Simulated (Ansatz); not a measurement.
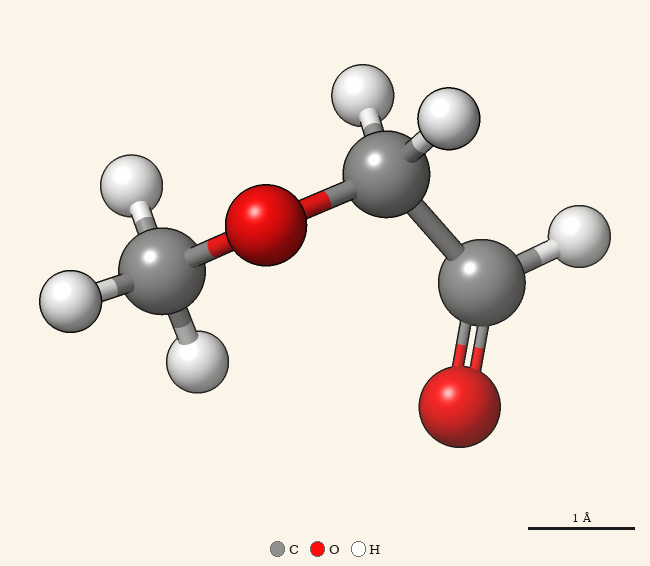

Rendered structure (ball-and-stick style).

The computed structure is the end point of a PBE0-D4/def2-TZVP optimisation. No frequency run is at hand to confirm it as a minimum.

Description:

It has 11 atoms: 3 carbon, 6 hydrogen and 2 oxygen (C₃H₆O₂). As SMILES it reads `COCC=O`. It has no ring. Among its groups: ether, aldehyde. This geometry has C1 symmetry. Coordination: 2 C tetrahedral; 1 O bent; 1 C trigonal planar.

More results for the same structure follow; atom numbers are the same in all pictures, views and colours differ.

**Charges**

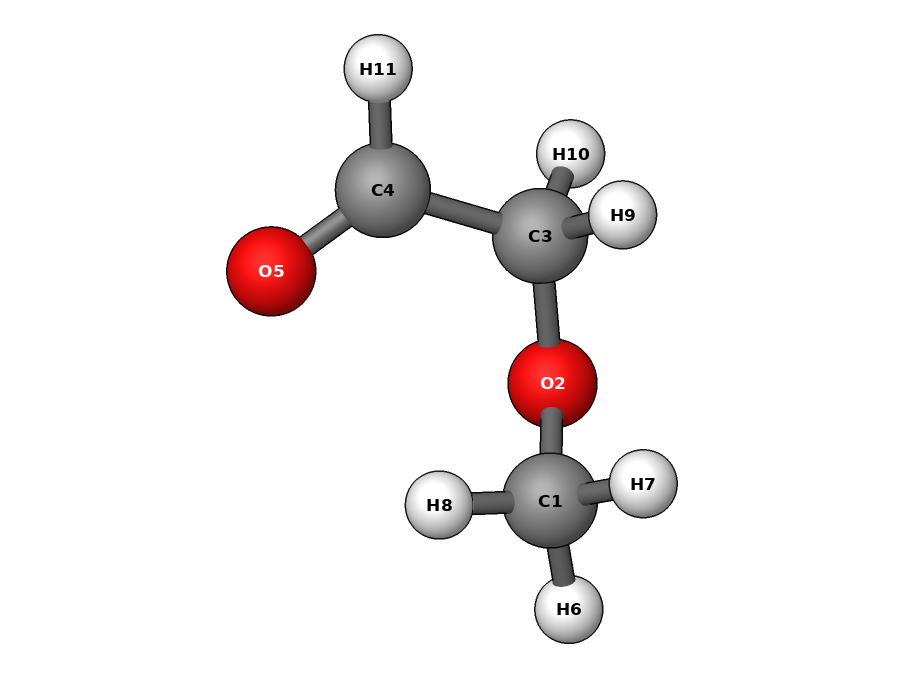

The questions are on Mulliken charges. No frequency run is at hand to confirm it as a minimum. Level of theory: RKS PBE0-D4/def2-TZVP (Ansatz 0.2.0).

Give the Mulliken charges atom by atom.

| atom | value (e) |
| --- | --- |
| C1 | −0.23 |
| O2 | −0.27 |
| C3 | −0.01 |
| C4 | 0.09 |
| O5 | −0.27 |
| H6 | 0.14 |
| H7 | 0.10 |
| H8 | 0.15 |
| H9 | 0.10 |
| H10 | 0.14 |
| H11 | 0.07 |

**Levels of theory compared**

No frequency run is at hand to confirm it as a minimum. Program: Ansatz 0.2.0.

At this fixed geometry, give HOMO energy (eV) at these levels: B3LYP-D4/def2-TZVPP; PBE-D4/def2-TZVPP; PBE0-D4/def2-TZVPP; r2SCAN-D4/def2-TZVPP; ωB97M-V/def2-TZVPP; ωB97X-V/def2-TZVPP.

```csv
level,HOMO energy (eV)
B3LYP-D4/def2-TZVPP,−7.02
PBE-D4/def2-TZVPP,−5.67
PBE0-D4/def2-TZVPP,−7.22
r2SCAN-D4/def2-TZVPP,−5.96
ωB97M-V/def2-TZVPP,−9.60
ωB97X-V/def2-TZVPP,−9.66
```

**Dipole moment**

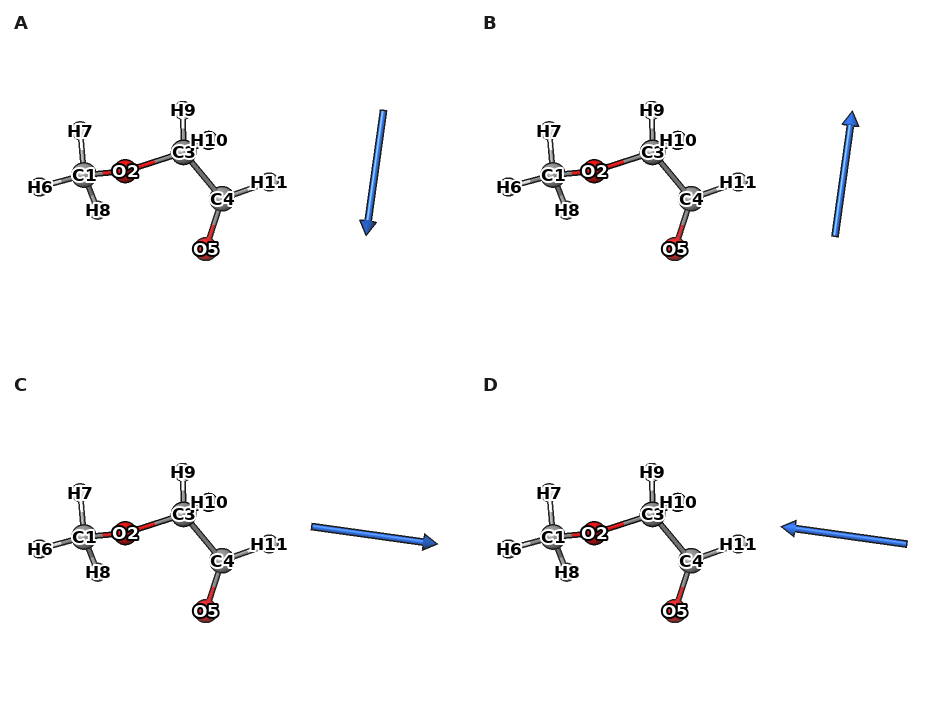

The same molecule four times, each with an arrow. No frequency run is at hand to confirm it as a minimum. Properties computed with RKS PBE-D4/def2-TZVPP (Ansatz 0.2.0).

Question: Which arrow points along the dipole moment, from the negative to the positive end?

Answer: B. The dipole moment is 2.43 D; it points from the side of O5 to the side of H9 (the outermost atoms at the two ends).

Mulliken values depend strongly on the basis set and can even reverse the polarity of a bond.
